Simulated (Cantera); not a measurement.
Charge: 1 mol CaO, 12 mol NF3, 21 mol H2, at 9.80 Pa.

Cantera equilibrium calculation (NASA polynomials, part measured and part estimated; ideal gas, pure solids and liquids). Candidate condensed phases: Ca, CaF2, CaO, Ca(OH)2, H2O; 47 gas species. Equilibrium is a limit: real reactors are often held back by kinetics, nucleation or transport.

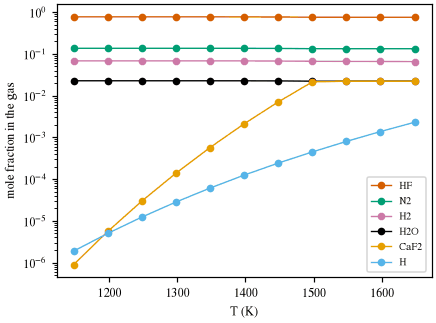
Fig. 1. Equilibrium gas composition (values under 1e-9 drawn at 1e-9)

From 1148 K to 1498 K the condensed part is CaF2(s). From 1548 K to 1648 K nothing is condensed. The main Ca-bearing gas is CaF2 throughout.
